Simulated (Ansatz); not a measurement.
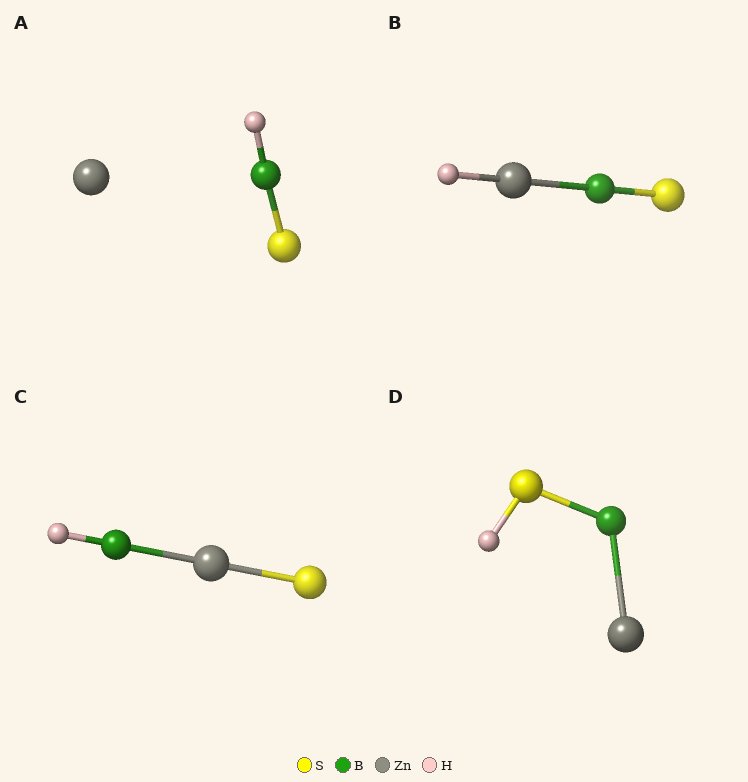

4 stationary structures of one formula. Geometries: PBE0-D4/def2-TZVP. Electronic energies: RHF-CCSD(T) (frozen core) with 3s3p of Cu, Zn/def2-TZVPP (Ansatz 0.2.0), without zero-point energy. No frequency run is at hand to confirm each as a minimum.

**Which structure is the most stable?**

A is lowest (Cs); B lies 2.0 kcal/mol above it (C∞v), D lies 58.3 kcal/mol above it (Cs), C lies 74.9 kcal/mol above it (C∞v).
